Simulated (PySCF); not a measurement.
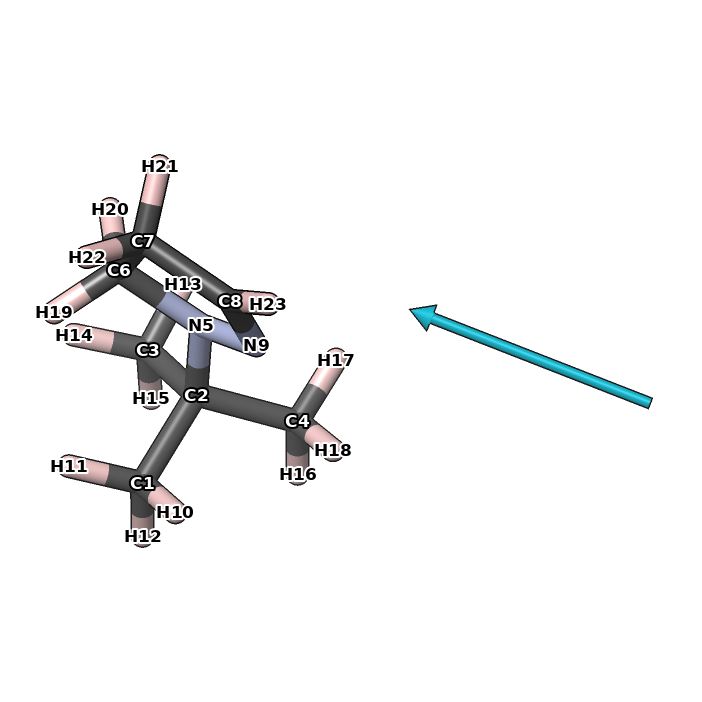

The arrow beside the molecule shows the direction of the dipole moment, from the negative to the positive end (its length means nothing). The computed structure is the end point of a GFN2-xTB optimisation. No frequency run is at hand to confirm it as a minimum. Properties computed with PBE0/pcSseg-1, gas phase (PySCF 2.14.0).

How large is the dipole moment?

Answer. 1.96 D; it points from the side of H18 to the side of H19 (the outermost atoms at the two ends).
